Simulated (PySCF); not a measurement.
| atom | x (Å) | y (Å) | z (Å) |
| --- | --- | --- | --- |
| C | -1.9864 | 1.0948 | 0.9058 |
| C | -1.4585 | 0.2462 | 0.2106 |
| C | -0.8428 | -0.7749 | -0.6180 |
| P | 0.7053 | -1.6344 | 0.1215 |
| C | 1.8816 | -0.4079 | -0.3019 |
| C | 2.7754 | 0.3935 | -0.5922 |
| H | -2.3970 | 1.8418 | 1.5562 |
| H | -0.5935 | -0.3469 | -1.6038 |
| H | -1.5817 | -1.5771 | -0.7965 |
| H | 3.5272 | 1.1418 | -0.7523 |

Geometry: PBE0-D3(BJ)/def2-SVP.

Theory: wB97X-D/def2-SVPD, SCF density, gas phase in PySCF 2.14.0.

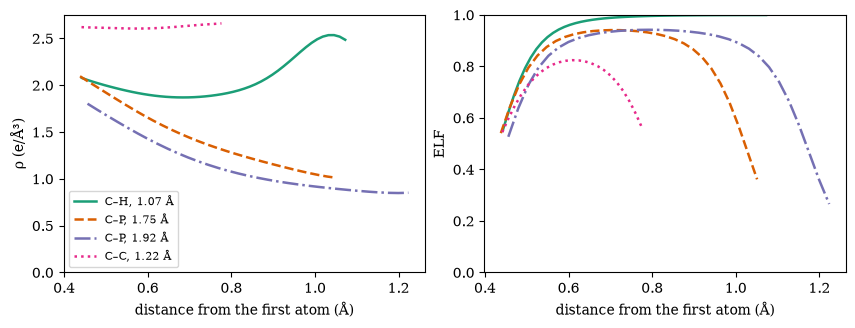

C5H4P (charge −1). Total electron density and electron localisation function along straight lines between neighbouring atoms. The curves leave out the atomic cores.

**What kind of bonding do the profiles show?**

C–H (1.07 Å): ρ at the midpoint is about 2 e/Å³; the ELF climbs to about 1 towards the hydrogen, as it does in any bond to H (an ordinary covalent bond to hydrogen).
C–P (1.75 Å): ρ at the midpoint is about 1.2 e/Å³; the ELF peaks at about 0.95 between the atoms; a covalent bond.
C–P (1.92 Å): ρ at the midpoint is about 0.94 e/Å³; the ELF peaks at about 0.95 between the atoms (localised, covalent bonding).
C–C (1.22 Å): ρ at the midpoint is about 2.6 e/Å³; the ELF peaks at about 0.80 between the atoms; a multiple bond.
